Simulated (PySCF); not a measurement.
# C8H5F (1-ethynyl-4-fluorobenzene): the cost of one run

Computed with PySCF 2.14.0 and routines of our own; the level stands in each step. Atoms count from 0.

## 1. The starting structure

14 atoms, charge 0, multiplicity 1; geometry from: GFN2-xTB.

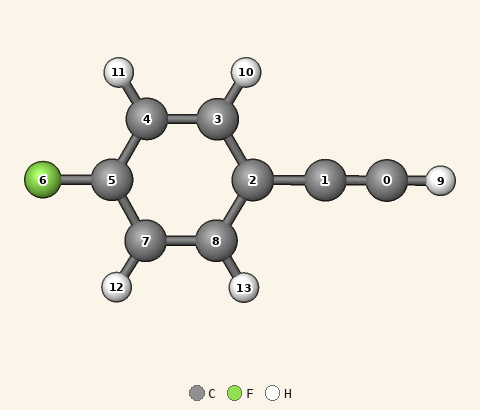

The starting geometry (carbon grey, fluorine green, hydrogen white).

## 2. Geometry optimisation at PBE0-D3(BJ)/def2-SVP

What the job is given:

```
{"job": {"xc": "PBE0", "basis": "def2-SVP", "d3": "d3bj", "grid": 2, "kind": "geom"}, "charge": 0, "multiplicity": 1}
C      3.270018    -0.726591    -0.130570
C      2.099127    -0.465800    -0.086920
C      0.717800    -0.158954    -0.032395
C      0.262164     1.095652    -0.439440
C     -1.084503     1.397402    -0.386459
C     -1.965709     0.435836     0.076692
F     -3.282791     0.726717     0.128054
C     -1.539399    -0.814979     0.488177
C     -0.191567    -1.110246     0.431644
H      4.293474    -0.954315    -0.168457
H      0.969428     1.829168    -0.796660
H     -1.456881     2.361193    -0.696648
H     -2.257638    -1.536178     0.845109
H      0.165800    -2.079377     0.745708
```

Started as:

```bash
> OMP_NUM_THREADS=1 python excited_run.py task.json out
```

One launch serves the whole session: the jobs run in the order shown.

Q: Estimate the wall time and peak memory of this first job on 1 thread of Intel Xeon Platinum 8259CL at 2.50GHz, shared host.

About 97 s, with a peak of 0.74 GiB.
